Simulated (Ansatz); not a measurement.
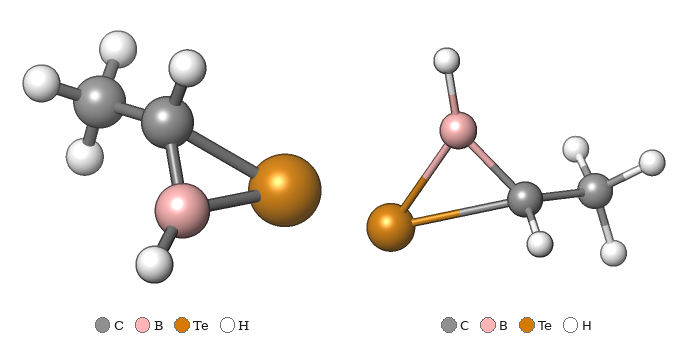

Two views of one molecule.

Computed geometry: PBE0-D4/def2-TZVP optimisation.

> What is the molecular formula?

C₂H₅BTe, 9 atoms: 2 carbon, 5 hydrogen, 1 boron and 1 tellurium.

> How many atoms are distinct by symmetry?

9: 1 C, 1 C, 1 B, 1 Te, 1 H, 1 H, 1 H, 1 H, 1 H.

> Does it have rings?

Independent rings (smallest set): 1 of 3 members.

> Give the symmetry (Schoenflies symbol).

C1.

More results for the same structure follow; atom numbers are the same in all pictures, views and colours differ.

## Geometry

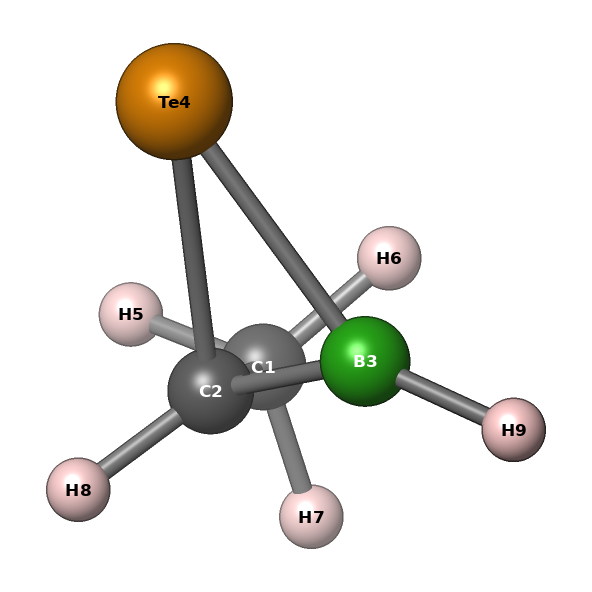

C1 lies behind C2. The molecule seen a little off the C2–C1 bond, C2 in front. Atoms fade into the background with distance from the viewer.

> What is the torsion angle Te4–C2–C1–H5? The sign is positive where the front bond must turn clockwise to cover the back bond.

−74°, synclinal (gauche).

## Electronic properties

Level of theory: RKS r2SCAN-D4/def2-TZVPP, core potentials on Te (Ansatz 0.2.0).

> What is the dispersion correction?

−4.4 kJ/mol.

> What is the dipole moment?

1.53 D.

> Estimate the HOMO energy (Kohn–Sham orbital).

−5.77 eV.

> What is the HOMO–LUMO gap?

3.57 eV.

## Vibrations

Harmonic vibrations computed with RKS PBE0-D4/def2-TZVP, core potentials on Te (Ansatz 0.2.0) at a stationary point of the same level.

> How many vibrational modes are there, and where do they lie?

21 modes: 196, 208, 316, 424, 587, 644, 815, 887, 905, 1011, 1038, 1170, 1329, 1394, 1470, 1489, 2728, 3031, 3104, 3129, 3146 cm⁻¹.

## Thermal motion

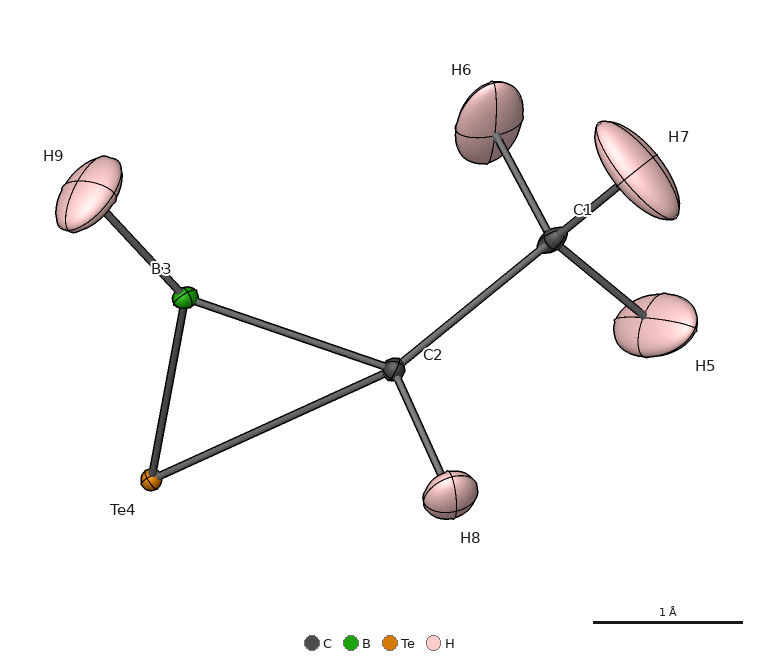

Displacement ellipsoids at the 50 % level, from the internal vibrations of the free molecule (harmonic, no overall translation or rotation; no half-axis is drawn under 0.075 Å). Vibrations computed with RKS PBE0-D4/def2-TZVP, core potentials on Te (Ansatz 0.2.0). Temperature: 298 K.

> Which atom moves most?

H6, with U_eq = 0.0354 Å².

> Does H6 move more along its bond or across it?

Across it: the root-mean-square amplitude is 0.076 Å along the bond and up to 0.277 Å across, since bending and torsion are softer than stretching.

Give the displacement parameters, one line for each set of equivalent atoms.

```json
{"atom": "C1", "U_eq (Å²)": "0.0030", "rms amplitudes (Å)": "0.023, 0.040, 0.082"}
{"atom": "C2", "U_eq (Å²)": "0.0027", "rms amplitudes (Å)": "0.045, 0.052, 0.058"}
{"atom": "B3", "U_eq (Å²)": "0.0025", "rms amplitudes (Å)": "0.035, 0.049, 0.062"}
{"atom": "Te4", "U_eq (Å²)": "0.00009", "rms amplitudes (Å)": "0.003, 0.005, 0.015"}
{"atom": "H5", "U_eq (Å²)": "0.0335", "rms amplitudes (Å)": "0.080, 0.150, 0.268"}
{"atom": "H6", "U_eq (Å²)": "0.0354", "rms amplitudes (Å)": "0.075, 0.154, 0.277"}
{"atom": "H7", "U_eq (Å²)": "0.0342", "rms amplitudes (Å)": "0.101, 0.146, 0.266"}
{"atom": "H8", "U_eq (Å²)": "0.0149", "rms amplitudes (Å)": "0.085, 0.122, 0.150"}
{"atom": "H9", "U_eq (Å²)": "0.0244", "rms amplitudes (Å)": "0.089, 0.153, 0.205"}
```

## Charges

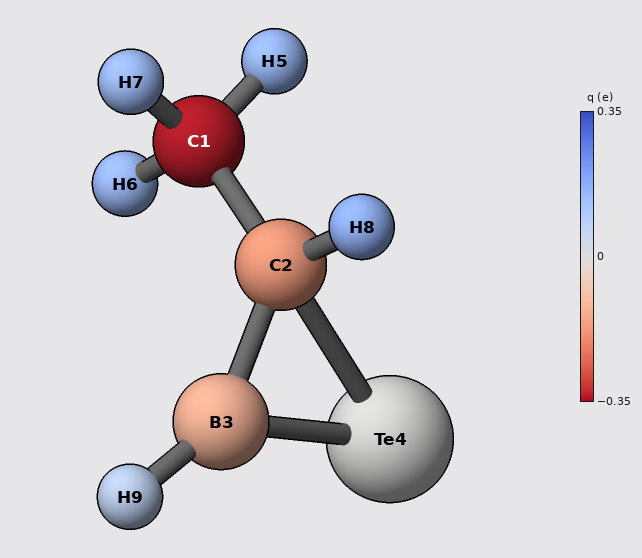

Atoms are coloured by their Mulliken charges. Method: RKS PBE0-D4/def2-TZVP, core potentials on Te (Ansatz 0.2.0).

> Which atom carries the highest charge (most positive or least negative)?

H8 (0.15 e).

> And the lowest?

C1 (−0.33 e).

List the Mulliken charges.

```tsv
atom	value (e)
C1	−0.33
C2	−0.16
B3	−0.12
Te4	0.00
H5	0.14
H6	0.13
H7	0.13
H8	0.15
H9	0.06
```

Mulliken values depend strongly on the basis set and can even reverse the polarity of a bond.
